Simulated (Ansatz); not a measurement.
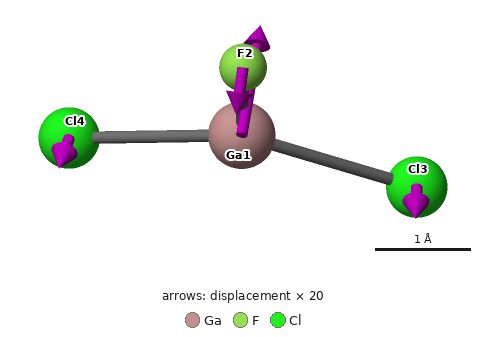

A relaxation of GaCl$_{2}$F. The starting structure is drawn; purple arrows show the displacements, 20 times their true length. The two geometries are superimposed by the best rigid fit.

A ball-and-stick model, seen from a free direction.

It is one of the separated reactants of a reaction.

Method: RKS PBE0-D4/def2-TZVP in Ansatz.

Input file:
```yaml
crystal:
  periodic: [false, false, false]
  atoms:
    - {symbol: Ga, position_ang: [0.208796, -0.131195, -0.698197]}
    - {symbol: F, position_ang: [1.222721, 1.274768, -0.566640]}
    - {symbol: Cl, position_ang: [1.054021, -2.021016, -0.289684]}
    - {symbol: Cl, position_ang: [-1.722385, 0.096102, -1.517702]}
basis:
  gaussian: {orbitals: def2-TZVP}
hamiltonian: {xc: pbe0, dispersion: d4}
relax: {f_tol: 0.005, max_steps: 200}
```

Launched with:
```bash
ansatz run in.yaml --threads 4 --pin off --events-out ev --progress --plain --max-ram 9574MiB
```

Which element moves most?

Gallium: up to 0.066 Å, against 0.025 Å for fluorine.

What happened in the run?

The largest move after the best rigid fit is that of Ga1, 0.066 Å. Largest moves by element: Ga 0.066 Å, F 0.025 Å, Cl 0.022 Å. Near-neighbour distances that change, for instance: Ga1–Cl3 2.110 → 2.104 Å, Ga1–F2 1.738 → 1.733 Å. The energy falls by 0.33 kcal/mol in 4 geometry steps. Largest force component: 0.29 eV/Å at the start, 0.00017 eV/Å at the end.
